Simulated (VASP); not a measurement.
Band structure of Cu (fcc). All values below come from r2SCAN meta-GGA, VASP's PBE PAW potentials (set 64) (plane waves; VASP).

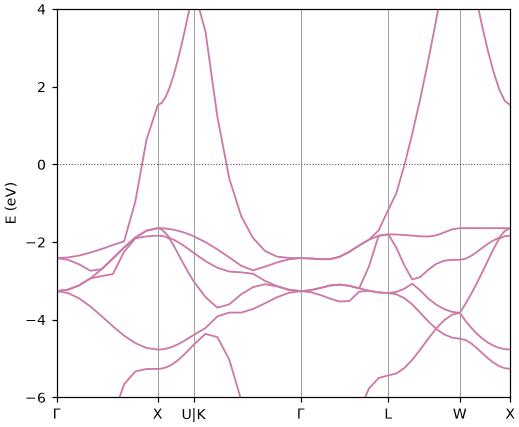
Bands along high-symmetry lines, zero at the valence-band maximum or, without a gap, the Fermi level

Q: Read the plot: is there a gap, and where are the band edges?

A: It has no gap at this level: it comes out as a metal or semimetal.

The compound is Cu in the fcc structure. It was relaxed first.
